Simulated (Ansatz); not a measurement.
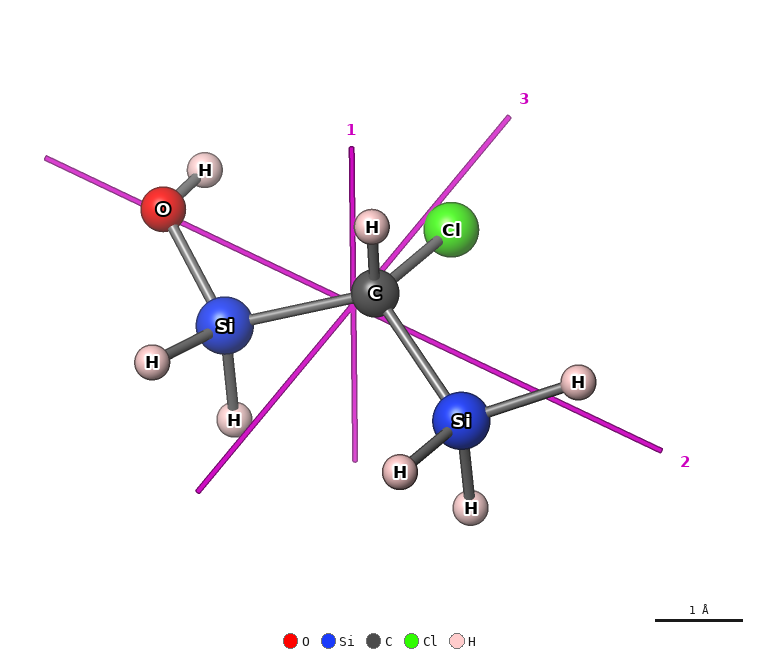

The three principal axes of inertia are drawn and numbered. Atoms fade into the background with distance from the viewer. The computed structure is the end point of a PBE0-D4/def2-TZVP optimisation. No frequency run is at hand to confirm it as a minimum. Masses are those of the most abundant isotopes; constants are for the rigid equilibrium geometry.

Question: Which line is the a axis (least moment of inertia), which b and which c?

Answer: a is line 2, b is line 3, c is line 1; the moments are 162, 301, 436 u Å².

Question: Classify the rotor and give the rotational constants (MHz).

Answer: An asymmetric top (C1): A = 3122, B = 1679, C = 1159 MHz. Ray's parameter κ is −0.47, nearer the prolate limit.
